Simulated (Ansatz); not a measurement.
# TaW2: one candidate of a structure search

Where does this trial cell of TaW2 go when cell and atoms are let free?

Computed with Ansatz 0.2.0 (DFT PBE, scalar-relativistic, plane waves, PAW, unless a step's input says otherwise).

1 further run of the same task is left out (it didn't finish).

**1. The starting structure**

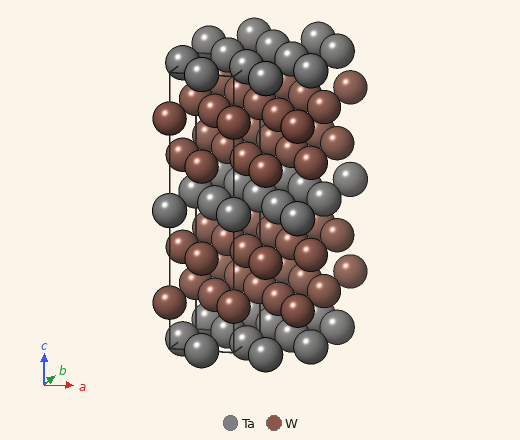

The starting structure, seen slightly off an axis (tantalum grey, tungsten brown). 2×2×1 cells are drawn. The cell drawn here is the conventional one.

As a file:

```
Ta W
1.0
     0.00000    2.29695    6.89086
     1.62419    0.00000    6.89086
     1.62419    2.29695    0.00000
Ta W
1 2
Direct
  0.50000 0.50000 0.50000
  0.83333 0.83333 0.16667
  0.16667 0.16667 0.83333
```

The start is an ordering of an alloy on its end members' structure types: elements ordered on the sites of the Nb type, Ta/W on Nb (Fmmm, No. 69).

**2. The guess as it stands, on a coarse mesh**

File input.yaml:

```yaml
crystal:
  lattice:
    - [0.0, 2.29695288, 6.89085864]
    - [1.62419096, 0.0, 6.89085864]
    - [1.62419096, 2.29695288, 0.0]
  atoms:
    - { symbol: Ta, position: [0.5, 0.5, 0.5] }
    - { symbol: W, position: [0.83333333, 0.83333333, 0.16666667] }
    - { symbol: W, position: [0.16666667, 0.16666667, 0.83333333] }
basis:
  ecutwfc: 420
kpoints:
  mp_grid: { grid: [6, 6, 6] }
hamiltonian:
  xc: pbe
scf:
  occupations: { method: gaussian, width: 0.1 }
  lower_state_search: "off"
output:
  forces: true
  stress: true
  eigenvalues: true
```

Run with:

```console
$ ansatz run input.yaml --threads 1 --pin off --max-ram 2560MiB --backend cpu --events-out ev --progress --plain --runs-dir out
```

Further runs follow: coarse relaxation; relaxation on the finer mesh.

Before running it: what results should come out? Wanted: conventional cell; volume; energy over the elements; gap on the mesh.

The runs gave:

| quantity | value |
| --- | --- |
| symmetry at the end (tolerance 0.05 Å) | space group Fmmm (No. 69) |
| conventional cell | a = 3.215 Å, b = 4.578 Å, c = 13.620 Å, α = 90.00°, β = 90.00°, γ = 90.00° |
| volume | 16.71 Å³/atom |
| energy over the elements | -0.07 eV/atom |
| gap on the mesh | none (metal) |

What this shows: The space group Fmmm (No. 69) is kept, and the volume per atom shrinks by 2.5 % from the first guess. It lies below the elements, which doesn't yet make it stable: competing phases were not computed in this session. No finished test with a distortion of lower symmetry is shown, so the end may be a saddle point. Spin-orbit coupling is left out for Ta, W.
